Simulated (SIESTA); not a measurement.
Band structure of V₃Pt (Pm-3m, 4 atoms in the cell).

```xyz
4
Lattice="3.8107 0.0000 0.0000 0.0000 3.8107 0.0000 0.0000 0.0000 3.8107" Properties=species:S:1:pos:R:3 pbc="T T T"
V      1.9053     1.9053     0.0000
V      0.0000     1.9053     1.9053
V      1.9053     0.0000     1.9053
Pt     0.0000     0.0000     0.0000
```
Moments meant for the start (each program seeds them in its own way; μB, in the order of the atoms V V V Pt): 2.0 2.0 2.0 0.0.

Method of the run: GGA PBEsol, numerical atomic orbitals DZP, PseudoDojo PBEsol standard norm-conserving potentials (rewritten from UPF to PSML) in SIESTA 5.4.2.

Settings: XC.functional = GGA; XC.authors = PBEsol; potentials = PseudoDojo PBEsol standard; PAO.BasisSize = DZP; PAO.EnergyShift = 0.01 Ry; MeshCutoff = 350 Ry; kgrid.MonkhorstPack = 7 7 7; OccupationFunction = MP; OccupationMPOrder = 0; ElectronicTemperature = 136 meV; Spin = polarized; DM.InitSpin = [1 +2.00, 2 +2.00, 3 +2.00, 4 +0.00]; MaxSCFIterations = 150; SCF.Mixer.Method = Pulay.

The starting cell comes from a database of computed structures (which also holds hypothetical and non-ambient phases and stackings), without a prior relaxation at this level. Its lattice was rescaled by a random factor within 2.5 % of one. Spin-orbit coupling is off. The moments shrank to a small part of their start, a low-spin state that need not be the lowest. Values carry the incompleteness of an atom-centred basis.

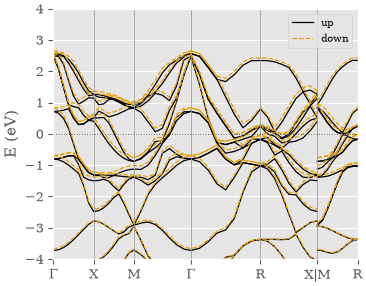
Fig. 1. Bands along the path, energies from the Fermi level.

Levels in eV from the Fermi level, bands 25 to 30 of the first spin channel:
```csv
point,25,26,27,28,29,30
Γ,-0.80,-0.80,0.72,0.72,2.48,2.48
X,-1.50,-1.31,-1.31,0.40,0.51,0.51
M,-1.38,-1.38,-1.13,-0.88,-0.88,0.82
R,-1.02,-0.17,-0.17,-0.17,0.25,0.25
```

Bands cross the Fermi level along this path, so the cell is metallic at this level.

Higher empty bands are left out: an atom-centred basis made for the valence describes them poorly.

The net moment of the cell came out as 0.41 μB.
